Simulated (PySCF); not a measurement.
C4H11BO2, SMILES CCCB(O)OC, singlet at its GFN2-xTB optimised geometry (Å):

```
18

B      1.0837    -0.1389     0.0000
O      2.4404    -0.1389     0.0000
H      2.8655    -0.9976     0.0145
O      0.3255    -1.2670     0.0118
C      0.8596    -2.5698     0.0238
H      1.4715    -2.7412     0.9162
H      0.0189    -3.2639     0.0332
H      1.4661    -2.7590    -0.8686
C      0.3320     1.2701     0.0000
C     -1.1490     1.2020    -0.3765
C     -1.8155     2.5712    -0.3150
H      0.8452     1.9574    -0.6750
H      0.4191     1.7121     0.9958
H     -1.2438     0.7951    -1.3846
H     -1.6560     0.5139     0.3008
H     -1.7520     2.9815     0.6906
H     -2.8655     2.5012    -0.5913
H     -1.3267     3.2639    -0.9970
```

Computed with PBE0/def2-SVP in PySCF. Cells within 0.4 Å of a nucleus heavier than hydrogen are left out (blank, or x).

Map of the deformation density (molecule minus spherical neutral atoms) (e/bohr³) on the plane z = 0.0 Å:

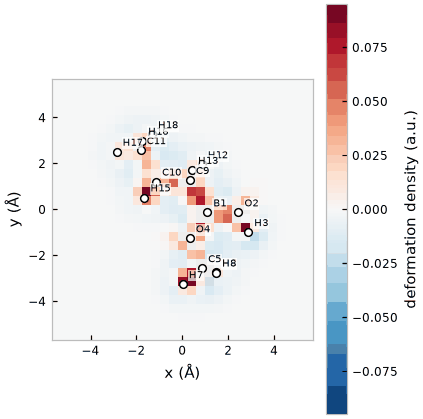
Figure. Deformation density (molecule minus spherical neutral atoms) (e/bohr³) on the plane z = 0.0 Å.
